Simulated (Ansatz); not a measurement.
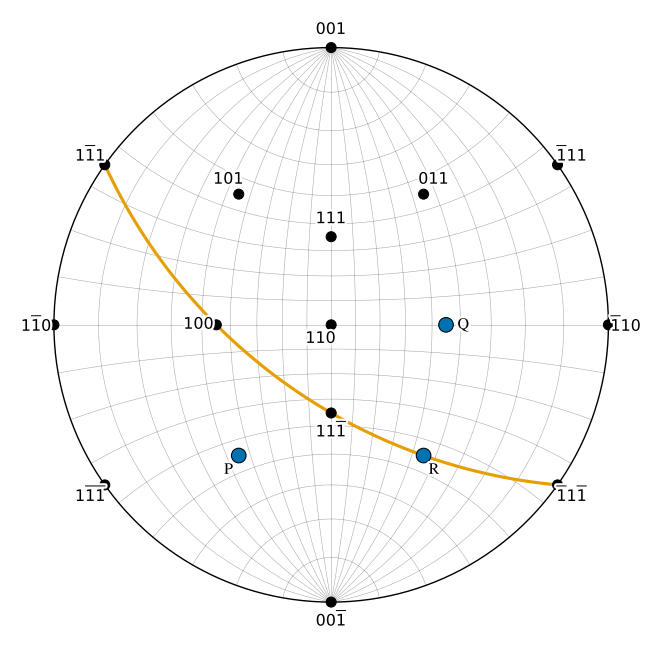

Stereographic projection of plane normals (upper hemisphere) centred on (1 1 0). Crystal: ZnS, a calculation's input that goes back to an entry of the Crystallography Open Database (an earlier step may have relaxed or displaced it). Geometry calculated from the standardised cell; symmetry tolerance 0.002 Å.

a = 5.388 Å, b = 5.388 Å, c = 5.388 Å, α = 90.00°, β = 90.00°, γ = 90.00°.

Q: Index the poles marked P, Q, R.

A: P is (1 0 −1), 60.0° from the centre; Q is (0 1 0), 45.0° from the centre; R is (0 1 −1), 60.0° from the centre.

Q: Which zone does the coloured great circle trace?

A: The zone [0 1 1]: its poles satisfy k + l = 0.

Q: What is the angle between the normals of (−1 1 1) and (0 0 −1), and what are their d_hkl = 1/|g|?

A: 125.3°; d = 3.111 Å and 5.388 Å.
